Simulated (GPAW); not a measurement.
Band structure of Cs (Im-3m, 1 atom in the cell).

```xyz
1
Lattice="-3.1597 3.1597 3.1597 3.1597 -3.1597 3.1597 3.1597 3.1597 -3.1597" Properties=species:S:1:pos:R:3 pbc="T T T"
Cs     0.0000     0.0000     0.0000
```

Method: PBE, GPAW PAW datasets PBE (gpaw-data 1.0.1) (plane waves; GPAW).

Settings: mode = pw; ecut = 550 eV; xc = PBE; kpts = 6 6 6; mesh shift (steps) = 0 0 0; occupations.name = fermi-dirac; occupations.width = 0.05 eV; nbands = -5; convergence.forces = 0.001 eV/Å; symmetry.symmorphic = false; symmetry.tolerance = 0.0005; maxiter = 120; bandpath_npoints = 40.

The starting cell comes from a database of computed structures (which also holds hypothetical and non-ambient phases and stackings), without a prior relaxation at this level. Its lattice was rescaled by a random factor within 2.5 % of one.

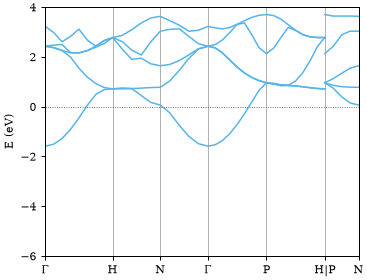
*Bands along the path, energies from the Fermi level.*

Levels in eV from the Fermi level, bands 1 to 8:
```tsv
point	1	2	3	4	5	6	7	8
Γ	-23.90	-10.68	-10.68	-10.68	-1.59	2.43	2.43	2.43
H	-23.89	-10.75	-10.75	-10.75	0.71	0.71	2.77	2.77
N	-23.90	-10.78	-10.72	-10.68	0.06	0.78	1.64	3.03
P	-23.89	-10.73	-10.73	-10.73	0.96	0.96	0.96	2.13
```

Bands cross the Fermi level along this path, so the cell is metallic at this level.
